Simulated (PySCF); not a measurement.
## Electronic structure of BiS (charge −1, triplet) in real space

```xyz
2

Bi    0.0000    0.0000   -0.3216
S     0.0000    0.0000    2.1024
```

Core potentials replace the inner electrons of Bi.

The calculation used PySCF, PBE0/aug-cc-pVDZ(-PP), non-relativistic Hamiltonian with scalar-relativistic core potentials where named, at a bond length of 2.424 Å.

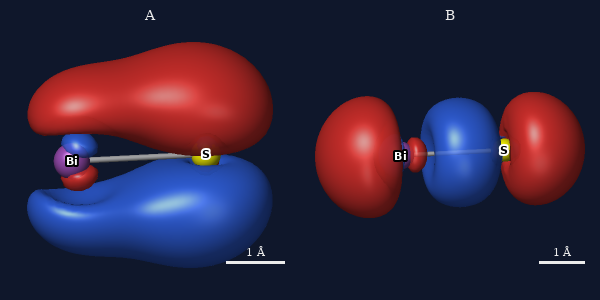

Figure 1. Two frontier β-spin orbitals, each drawn at the value that holds 80 % of its norm (red and blue are the two phases), in no order; of a degenerate pair one member is drawn.

Name the orbitals and rank them from lowest to highest energy.

Answer. Orbital B: σ, occupied in this spin, −2.57 eV; shared between the atoms (Bi 40 %, S 60 %).
Orbital A: π, occupied in this spin, −1.51 eV; mainly on S (70 %).

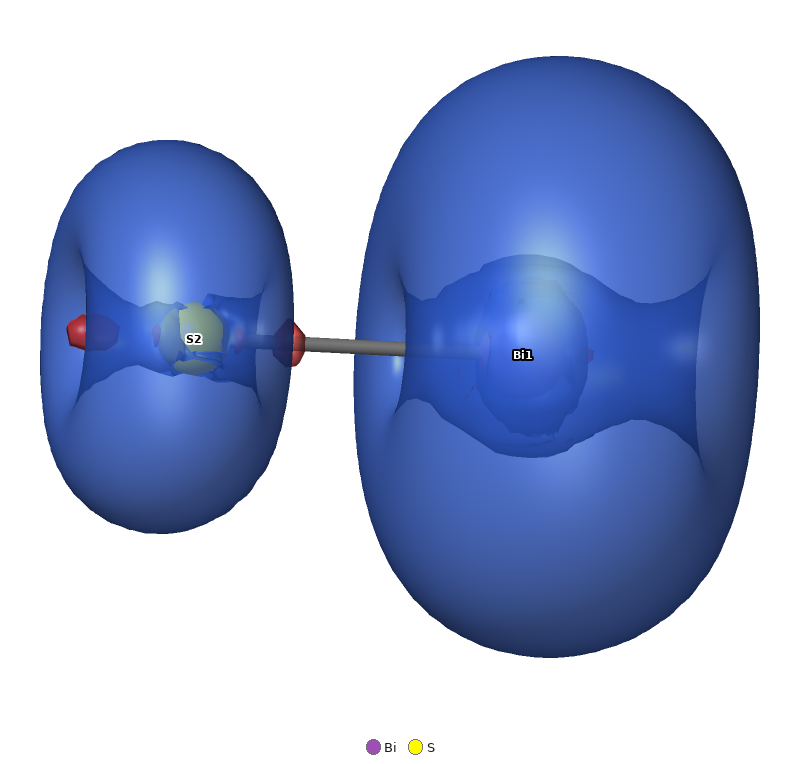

Figure 2. Isosurfaces of the spin density at +0.015 (blue) and −0.015 e/Å³ (red), seen from one side.

Describe the spin distribution.

Answer. The unpaired spin (2 electrons) lies mostly on Bi1 (about 1.6) and S2 (about 0.4), in electrons by Hirshfeld's partition.

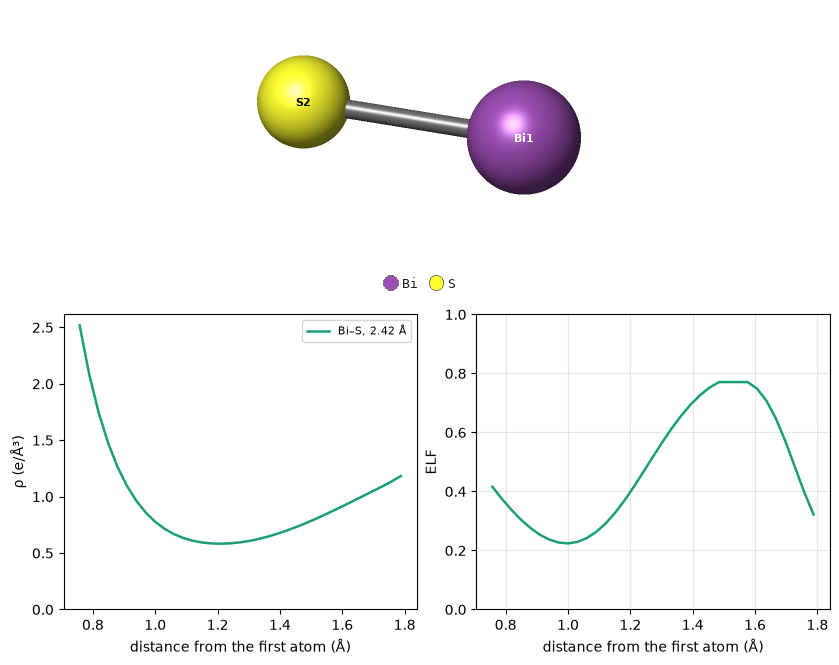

Figure 3. Electron density and ELF along straight lines between neighbouring atoms. The curves leave out the atomic cores. The structure is drawn too.

What can be read from the curves?

Answer. Bi–S (2.42 Å): ρ at the midpoint is about 0.58 e/Å³; the ELF peaks at about 0.75 in the valence shell of S, 0.9 Å from its nucleus, and drops to about 0.20 between the two atoms.
